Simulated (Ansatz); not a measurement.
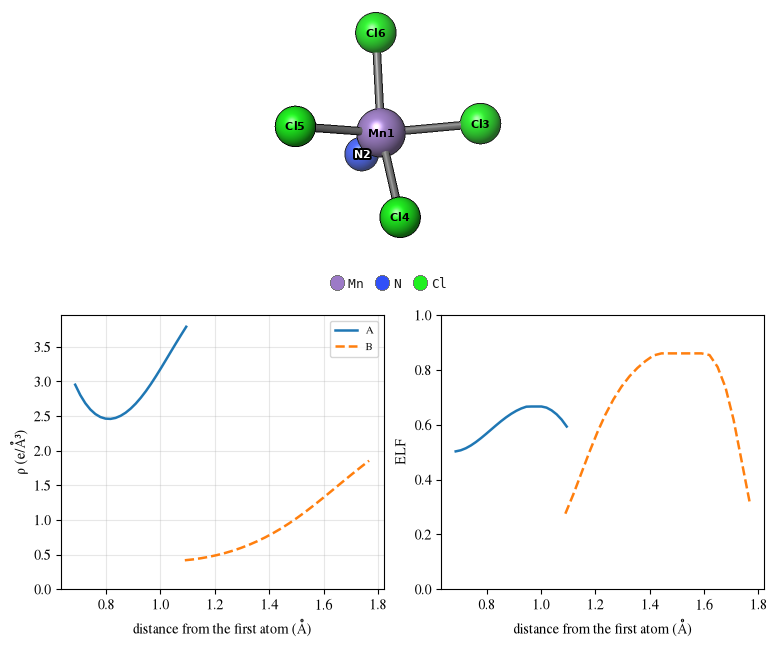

The picture shows: Cl$_{4}$MnN (charge −2). Electron density and electron localisation function along straight lines between neighbouring atoms. The curves leave out the atomic cores. The structure is drawn too.

Geometry: r2SCAN-D4/def2-SVPD; the highest occupied orbital lies above zero, a sign that basis and functional describe the outermost electron poorly.

Computed with RKS PBE0-D4/def2-TZVPD (Ansatz 0.2.0).

| atom | x (Å) | y (Å) | z (Å) |
| --- | --- | --- | --- |
| Mn | -0.0002 | -0.0002 | 0.1108 |
| N | -0.0033 | -0.0024 | 1.5953 |
| Cl | 2.2951 | 0.0135 | -0.4216 |
| Cl | -0.0120 | 2.2947 | -0.4232 |
| Cl | -2.2933 | -0.0122 | -0.4311 |
| Cl | 0.0137 | -2.2934 | -0.4300 |

Q: Which curve belongs to which contact (Mn–Cl and Mn–N)? The first atom named is at distance zero.

A: Curve A: Mn–N (1.48 Å): the density is about 2.6 e/Å³ at the midpoint; the ELF peaks at about 0.65 in the valence shell of N, 0.5 Å from its nucleus, and is about 0.50 at the midpoint. Curve B: Mn–Cl (2.36 Å): ρ is about 0.47 e/Å³ halfway; the ELF peaks at about 0.85 in the valence shell of Cl, 0.9 Å from its nucleus, and is about 0.50 at the midpoint.
